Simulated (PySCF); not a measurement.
# C₂H₅IO, SMILES `C=O.CI`: electronic structure

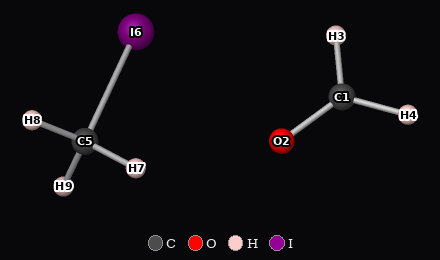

The molecule, with its atoms numbered as below. The pair's geometry is semi-empirical, so its contact may be too short or too long.

Cartesian coordinates (Å):

```
C1       3.0529    0.5949   -0.0137
O2       2.6664   -0.5337    0.0374
H3       2.3922    1.4575    0.1642
H4       4.0996    0.8512   -0.2447
C5      -0.3648   -1.7987   -0.0109
I6      -0.8126    0.2935   -0.0006
H7       0.7125   -1.9006   -0.0119
H8      -0.7971   -2.2383    0.8790
H9      -0.7994   -2.2307   -0.9034
```

Part 1: Bonding charge

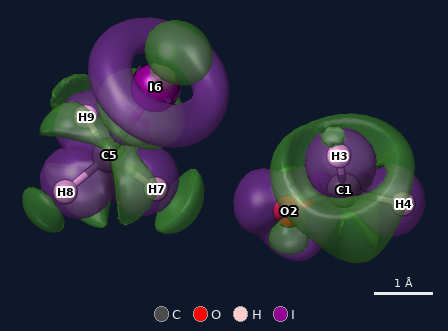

Deformation density (molecule less spherical, spin-averaged free atoms at the same positions), surfaces at ±0.04 e/Å³; purple: gain, green: loss.

Computed with PySCF, PBE0/def2-SVPD, geometry: GFN2-xTB. Core potentials replace the inner electrons of I; spin–orbit coupling isn't included.

> Describe the bonding that the map shows.

C1–H3: +0.77 e/Å³ at the bond critical point (bond length 1.10 Å). C1–H4: +0.76 e/Å³ at the bond critical point (bond length 1.10 Å). C5–H7: +0.75 e/Å³ at the bond critical point (bond length 1.08 Å). C5–H8: +0.72 e/Å³ at the bond critical point (bond length 1.08 Å). C5–H9: +0.72 e/Å³ at the bond critical point (bond length 1.08 Å). C1–O2: +0.65 e/Å³ at the bond critical point (bond length 1.19 Å). C5–I6: +0.07 e/Å³ at the bond critical point (bond length 2.14 Å). In all, 2.1 electrons gather in the regions of gain relative to the promolecule. A small or negative value marks a very polar bond, one between electron-rich atoms, whose free-atom densities already overlap strongly, a long bond to a heavier atom, or a closed-shell contact such as a hydrogen bond.

> Where do the Hirshfeld charges lie?

The highest Hirshfeld charge is on C1 (+0.12 e), the lowest on O2 (−0.20 e).

Part 2: Bond critical points

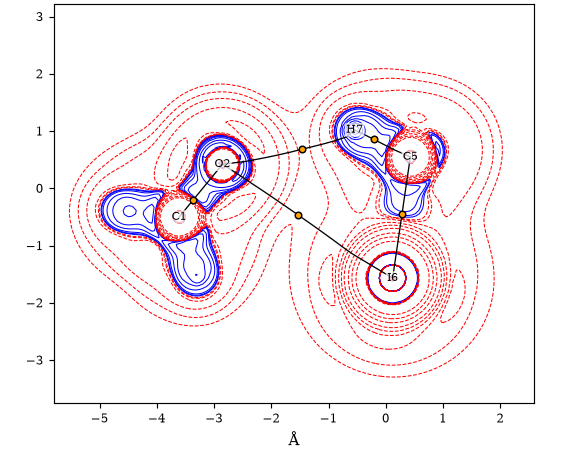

Negative Laplacian of the density (−∇²ρ) in the plane of C1, O2, C5, I6 and H7 (solid blue lines positive, dashed red lines negative, contours at ±0.02 to ±8 a.u.), with bond paths and bond critical points (dots).

> Sort the bonds in the plane by the sign of ∇²ρ at their critical points.

Concentrated (∇²ρ < 0): C5–H7 (−1.13 a.u.); C5–I6 (−0.06 a.u.). Depleted (∇²ρ > 0): C1–O2 (+0.53 a.u., H = −0.742); O2–H7 (+0.04 a.u., H = +0.001); O2–I6 (+0.02 a.u., H = +0.001). A positive Laplacian with clearly negative H marks a strongly polar covalent bond, whose critical point lies close to the core of the less electronegative atom.

> Where along C1–O2 does the critical point lie?

0.39 Å from C1 and 0.80 Å from O2.

Part 3: Local ionisation energy

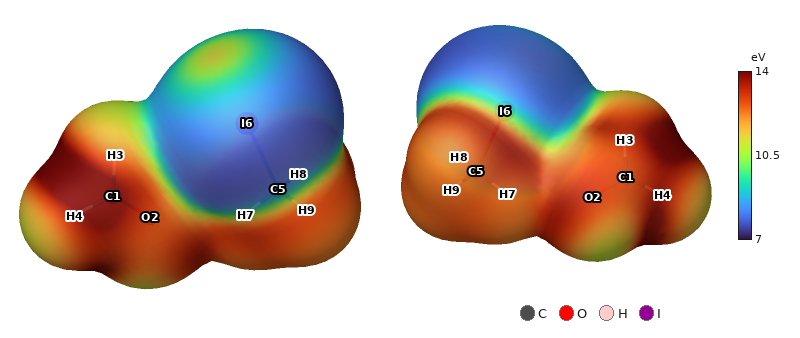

Average local ionisation energy on the surface of electron density 0.001 a.u. (back view left, front view right).

> Locate the minima of the map.

The lowest value is 7.7 eV, 2.5 Å from I6. Further minima include 10.7 eV, 1.8 Å from O2; 11.1 eV, 1.4 Å from H4; 12.2 eV, 1.3 Å from H7. For comparison, the highest occupied orbital lies at −7.1 eV.

> What volume does the surface enclose, and what is the dipole moment?

About 126 Å³; the dipole moment is 1.5 D.

Part 4: Binding density

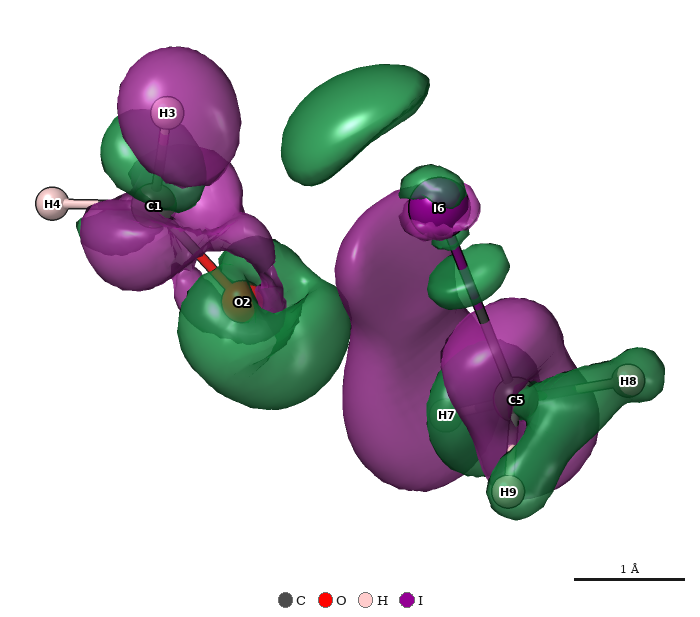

Density of the complex less the densities of the two fragments at the same geometry, ±0.003 e/Å³ (green: gain, purple: loss). Fragment A: H2CO (atoms 1–4); fragment B: H3CI.

Method: PBE0/def2-SVPD; geometry: GFN2-xTB; program: PySCF. Core potentials replace the inner electrons of I; spin–orbit coupling isn't included.

> Which way does charge flow?

Hirshfeld charges show 0.006 e passing from A to B. By Hirshfeld charges, electrons gather most on I6 (−0.018 e) and leave H7 most (+0.014 e); 0.07 e is displaced in all, which induces a dipole of 0.34 D.

> What is the interaction energy, and which contacts carry it?

The counterpoise-corrected interaction energy of the frozen fragments is −1.5 kcal/mol without dispersion correction and −2.7 kcal/mol with D3(BJ). The pair geometry is semi-empirical, not a minimum at this level. Contacts: O2···H7, weak C–H hydrogen bond, 2.38 Å, ρ = 0.011 a.u.; O2···I6, 3.58 Å, ρ = 0.007 a.u.; H3···I6, 3.41 Å, ρ = 0.005 a.u. The pose is a local one from a semi-empirical search, not shown to be the most stable.

The PySCF runs shown took 28 s and 53 s on 1 thread of Intel(R) Xeon(R) Processor @ 2.70GHz (shared host).
